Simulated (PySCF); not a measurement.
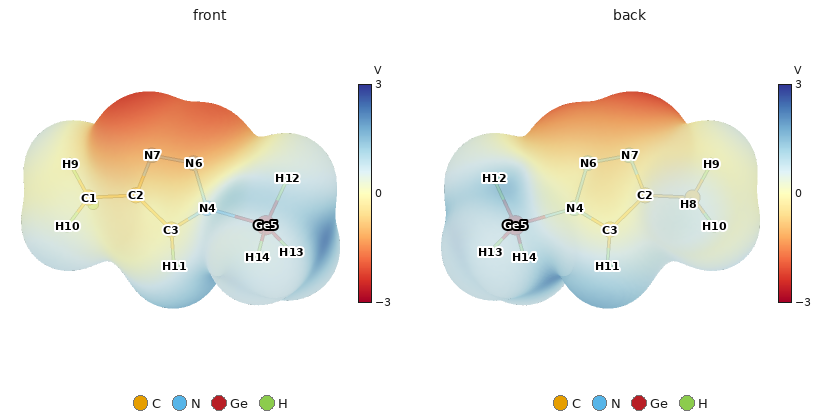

C$_{3}$H$_{7}$GeN$_{3}$ (SMILES Cc1c[n]([GeH3])nn1). The molecular electrostatic potential painted on the density surface at 0.002 e/bohr³, seen from the front and from behind; the colour scale runs from red (negative) to blue (positive).

Geometry: GFN2-xTB.

All numbers below come from PySCF 2.14.0, CAM-B3LYP/def2-SVPD, SCF density, gas phase.

Input file:

```
{"job": {"kind": "uv", "xc": "CAM-B3LYP", "basis": "def2-SVPD", "nstates": 8, "ntriplets": 3}, "charge": 0, "multiplicity": 1}
C      2.645436     0.183629     0.591216
C      1.218906    -0.148407     0.346440
C      0.080753     0.608096     0.534638
N     -0.942919    -0.181720     0.139667
Ge    -2.777359    -0.064052     0.061397
N     -0.443851    -1.358877    -0.266368
N      0.825631    -1.342531    -0.145881
H      2.954748     1.019288    -0.035162
H      3.256266    -0.682812     0.355463
H      2.799961     0.461063     1.632766
H     -0.075688     1.603804     0.899289
H     -3.144163    -1.208705    -0.801151
H     -3.101958     1.277466    -0.514756
H     -3.296440    -0.166714     1.460300
```

Command:

```sh
OMP_NUM_THREADS=1 python probes_run.py task.json out
```

### Where is the surface potential most negative and most positive?

The most negative region (about −2.1 V) lies over N7, the most positive (about +2.1 V) over Ge5. N7 is the likeliest acceptor of a hydrogen bond.

### How polar is the molecule by this calculation?

Its dipole moment is 4.26 D.
